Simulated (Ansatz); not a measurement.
System: C$_{4}$H$_{4}$BFO (SMILES Bc1ccc(F)o1).

Input

```
crystal:
  periodic: [false, false, false]
  atoms:
    - {symbol: C, position_ang: [-0.272309, -1.542004, 0.194183]}
    - {symbol: C, position_ang: [-1.277127, -2.114614, -0.595984]}
    - {symbol: C, position_ang: [-2.540462, -1.793588, -0.039442]}
    - {symbol: C, position_ang: [-2.224530, -1.032137, 1.074748]}
    - {symbol: B, position_ang: [1.234082, -1.540030, 0.103524]}
    - {symbol: F, position_ang: [-3.005326, -0.466131, 1.966042]}
    - {symbol: O, position_ang: [-0.923790, -0.861095, 1.248569]}
    - {symbol: H, position_ang: [1.745675, -2.140135, -0.821869]}
    - {symbol: H, position_ang: [1.911927, -0.959222, 0.926198]}
    - {symbol: H, position_ang: [-1.087436, -2.711296, -1.496381]}
    - {symbol: H, position_ang: [-3.543612, -2.065155, -0.381366]}
basis:
  gaussian:
    orbitals: def2-SVPD
total_charge: 0
hamiltonian:
  xc: pbe0
output: {forces: true, orbitals: {seedname: orbitals}}
```

Command:

```sh
ansatz run input.yaml --threads 2 --pin off --max-ram 5220MiB --events-out events.jsonl --progress --plain --runs-dir runs
```

Geometry: PBE-D3(BJ)/def2-SVP.

These are results of isolated molecule in a Gaussian basis; Kohn-Sham density functional theory, functional PBE0 (Ansatz), not measurements.

**Predict the electron density and electron localisation function between the atoms.**

C–F (1.31 Å): the density is about 2.5 e/Å³ at the midpoint; the ELF peaks at about 0.85 between the atoms (a polar covalent bond).
C–O (1.32 Å): ρ at the midpoint is about 2.6 e/Å³; the ELF peaks at about 0.90 between the atoms; a polar covalent bond.
C–C (1.39 Å): ρ is about 2.1 e/Å³ halfway; the ELF peaks at about 0.95 between the atoms, as expected for localised, covalent bonding.
C–B (1.51 Å): ρ at the midpoint is about 1.5 e/Å³; the ELF peaks at about 1 between the atoms (a covalent bond).

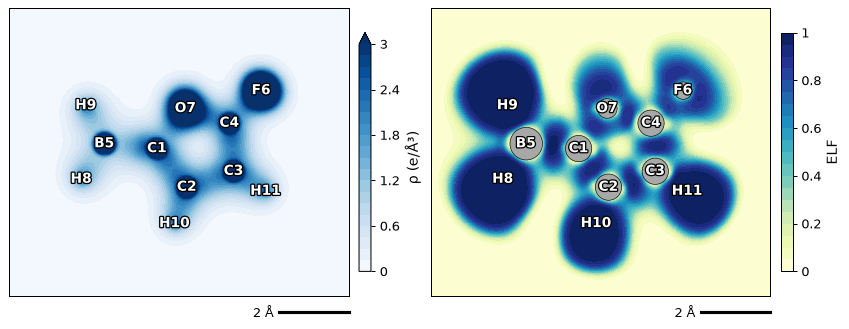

Computed electron density and electron localisation function on the molecular plane, in this order. Grey discs cover the atomic cores in the ELF map. 
